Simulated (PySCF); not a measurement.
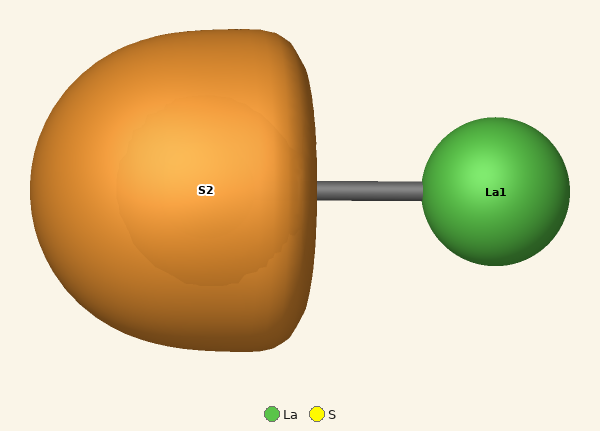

The picture shows: LaS (doublet). Isosurface of the electron localisation function at 0.75 (orange), seen from one side. Only the valence region is drawn (cores and ρ < 0.01 e/Å³ removed).

All numbers below come from PySCF, PBE0/x2c-SVPall, spin-free X2C-1e, Gaussian nucleus, at a bond length of 2.365 Å.

Question: What do the ELF domains correspond to?

Answer: At this value the surface marks out one region wrapped around S (its valence shell).

Values along the shortest contacts:
La–S (2.36 Å): the ELF peaks at about 0.80 in the valence shell of S, 0.8 Å from its nucleus, and is about 0.45 at the midpoint (a largely ionic contact).
